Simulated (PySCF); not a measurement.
Input file:

```
{"job": {"kind": "nmr", "xc": "BP86", "basis": "pcSseg-1", "pop": false}, "charge": 0, "multiplicity": 1}
C      1.970085     1.080524    -0.127617
C      1.823117    -0.086995    -0.897864
C      0.780130    -0.224995    -1.808214
Si     0.058572     0.020043     0.269534
P      0.834859    -0.785020     2.283720
P     -1.137759     1.918618    -0.035330
C     -1.216031    -1.406897    -0.017811
C     -2.403816    -1.242055    -0.574440
H      1.739922     2.024216    -0.602218
H      2.788373     1.120920     0.575047
H      2.356973    -0.975512    -0.589506
H      0.651209    -1.160181    -2.324244
H      0.428678     0.645805    -2.336831
H     -0.427842    -0.844010     2.844327
H      1.088835     0.454301     2.846358
H     -2.102968     1.522264     0.871848
H     -0.465969     2.652862     0.928398
H     -0.934377    -2.396761     0.328974
H     -3.111364    -2.046368    -0.706357
H     -2.720628    -0.270757    -0.927773
```

Command:

```sh
OMP_NUM_THREADS=1 python ens_run.py task.json out
```

Geometry: GFN2-xTB.

These are results of BP86/pcSseg-1, SCF density, gas phase, non-relativistic in PySCF 2.14.0, not measurements.

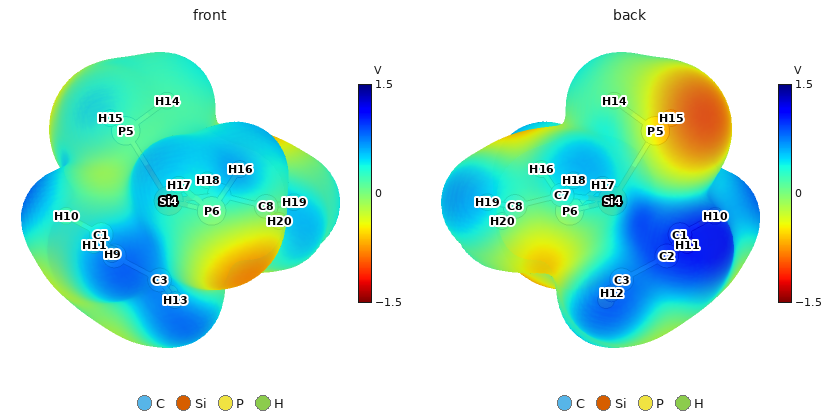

C5H12P2Si. The molecular electrostatic potential painted on the density surface at 0.002 e/bohr³, seen from the front and from behind; red is negative and blue positive.

### Where is the surface potential most negative and most positive?

The most negative region (about −1.0 V) lies over P5, the most positive (about +1.1 V) over H11.
